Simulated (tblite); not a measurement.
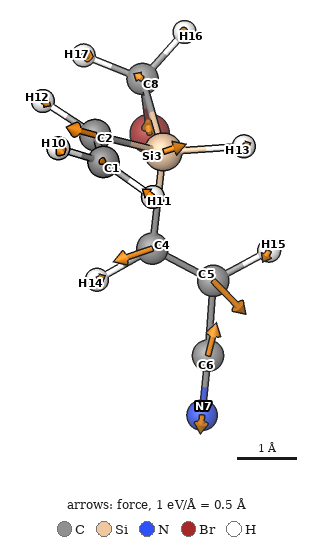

Starting geometry of C₆H₈BrNSi with the computed forces as orange arrows. Style: ball-and-stick. Shown from a free direction.

The calculation used tblite, GFN2-xTB geometry optimisation, gas phase. 

Is this structure relaxed? If not, where do the atoms go?

It isn't relaxed: the largest force vector, on a C atom, is 1.80 eV/Å. The final displacements have little in common with the starting forces (cosine between the two patterns 0.13). The Br atom moves most after the best rigid fit: 1.32 Å. By element the largest moves are Br 1.32 Å, H 0.85 Å, N 0.32 Å, C 0.22 Å, Si 0.07 Å. Some distances before and after: Br–C 3.035 → 3.666 Å, C–Si 1.821 → 1.882 Å, C–Si 1.844 → 1.889 Å, C–Si 1.892 → 1.917 Å. Bond angles that change, for instance: Si–C–C 118.7° → 124.0°, C–C–H 117.3° → 122.6°, H–C–H 119.9° → 115.8°. Groups turn about C–Si by about 45°. After 111 geometry steps the energy has fallen by 0.360 eV. Cost: 1.8 s on 1 thread of Arm Neoverse N1 (shared host).
